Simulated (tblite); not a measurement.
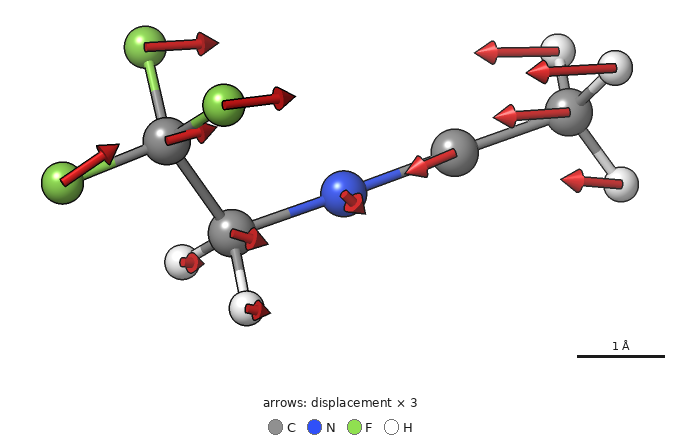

This is a relaxation of C4H5F3N (charge +1). The starting structure is drawn; red arrows show the displacements, magnified 3 times. The two geometries are superimposed by the best rigid fit.

A ball-and-stick model, seen at a tilt.

Theory: tblite, GFN2-xTB geometry optimisation, gas phase. 

What happened in the run?

Answer. An H atom moves most after the best rigid fit: 0.39 Å. By element the largest moves are H 0.39 Å, C 0.33 Å, F 0.32 Å, N 0.14 Å. Near-neighbour distances that change, for instance: C–N 1.449 → 1.153 Å, C–C 1.475 → 1.392 Å, C–N 1.444 → 1.382 Å, C–F 1.362 → 1.318 Å. Among the angles between lasting bonds that change: C–N–C 178.8° → 173.0°, N–C–C 112.6° → 109.7°, N–C–H 107.4° → 109.9°. Over 43 geometry steps the energy falls by 329.6 kJ/mol.
